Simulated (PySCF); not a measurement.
# C3H7OP, SMILES `CP1(=O)CC1`: electronic structure

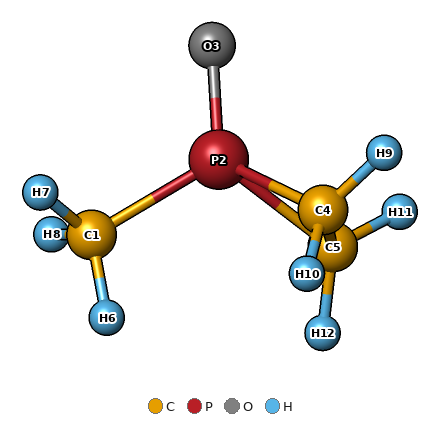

The molecule, with its atoms numbered as below. No frequency check shows the geometry to be a minimum.

Coordinates in Å:

```
C1      -1.4543   -1.1290    0.0002
P2      -0.2157    0.2097   -0.0001
O3      -0.7107    1.5918    0.0001
C4       1.3344   -0.2879    0.7826
C5       1.3345   -0.2877   -0.7825
H6      -0.9718   -2.0998   -0.0008
H7      -2.0766   -1.0116    0.8849
H8      -2.0765   -1.0114   -0.8853
H9       1.9278    0.4871    1.2476
H10      1.4515   -1.2520    1.2537
H11      1.9279    0.4873   -1.2473
H12      1.4517   -1.2518   -1.2537
```

## 1. Bonding charge

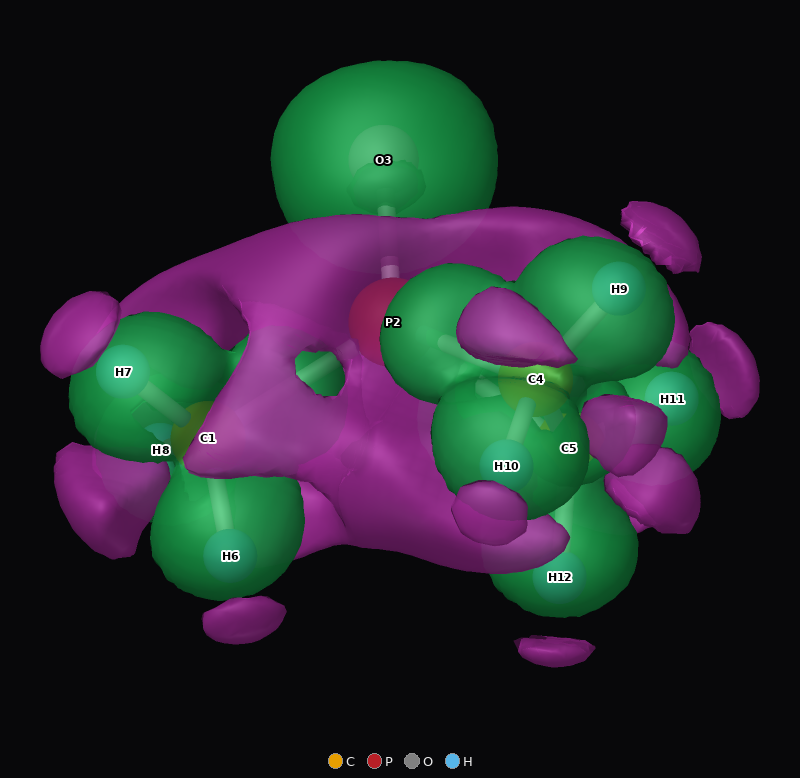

Deformation density (molecule less spherical, spin-averaged free atoms at the same positions), surfaces at ±0.04 e/Å³; green: gain, purple: loss.

Method: TPSS/cc-pVDZ; geometry: GFN2-xTB; program: PySCF.

How much density has each bond gained at its critical point, relative to the free atoms?

Answer. C5–H11 and C4–H9: +0.65 e/Å³ at the bond critical point (bond length 1.08 Å, Mayer order 1.0). C4–H10 and C5–H12: +0.64 e/Å³ at the bond critical point (bond length 1.08 Å, Mayer order 0.9). C1–H7 and C1–H8: +0.63 e/Å³ at the bond critical point (bond length 1.09 Å, Mayer order 1.0). C1–H6: +0.63 e/Å³ at the bond critical point (bond length 1.08 Å, Mayer order 1.0). C4–C5: +0.32 e/Å³ at the bond critical point (bond length 1.56 Å, Mayer order 1.0). C1–P2: +0.15 e/Å³ at the bond critical point (bond length 1.82 Å, Mayer order 1.0). P2–C5 and P2–C4: +0.09 e/Å³ at the bond critical point (bond length 1.81 Å, Mayer order 0.9); up to 0.6 Å beside the axis the gain reaches +0.32 e/Å³. P2–O3: +0.07 e/Å³ at the bond critical point (bond length 1.47 Å, Mayer order 2.0); up to 0.6 Å beside the axis the gain reaches +0.29 e/Å³. In all, 2.5 electrons gather in the regions of gain relative to the promolecule. A small or negative value marks a very polar bond, one between electron-rich atoms, whose free-atom densities already overlap strongly, a long bond to a heavier atom, or a closed-shell contact such as a hydrogen bond.

## 2. Local ionisation energy

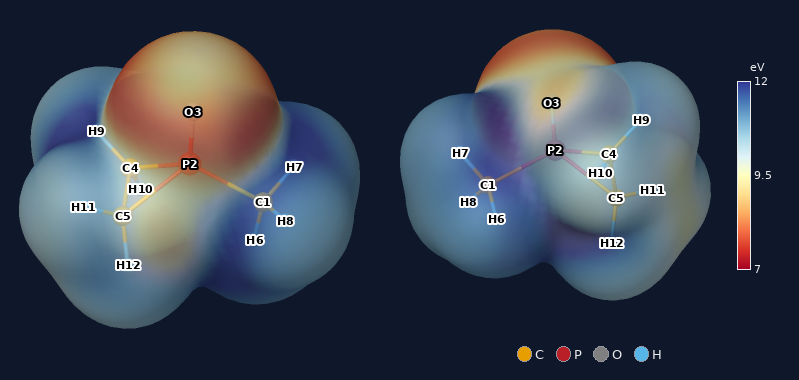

Average local ionisation energy on the surface of electron density 0.001 a.u. (back view left, front view right).

Locate the minima of the map.

Answer. The lowest value is 7.8 eV, 1.8 Å from O3. Further minima include 9.1 eV, off the C4–H9 bond (2.1 Å from its atoms); 9.5 eV, near H10 (1.82 Å), H9 (1.92 Å) and C4 (1.93 Å), and at like points elsewhere. For comparison, the highest occupied orbital lies at −5.4 eV.

## 3. Removing or adding an electron

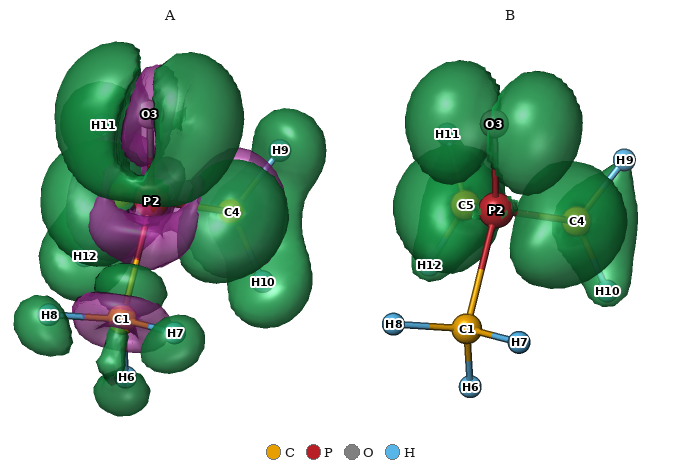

The Fukui function f⁻ from two separate SCF calculations and the density of the HOMO, at ±0.02 e/Å³ (green positive, purple negative).

Level of theory: ωB97X/def2-SVP (PySCF), at a geometry from GFN2-xTB.

Which panel is which, and how good is the frozen-orbital picture?

Answer. A is f⁻ (it has negative regions), B the HOMO density. The HOMO lies on O3 (40 %), P2 (19 %) and C4 and C5 (16 % each); f⁻ (Hirshfeld-condensed) is largest on O3 (0.28); the vertical ionisation energy is 9.21 eV. Relaxation shifts 27 % of the electron between atoms. The orbital energy is −9.21 eV.

The PySCF runs shown took 37 s and 3.6 min on 1 thread of Arm Neoverse V1 (shared host).
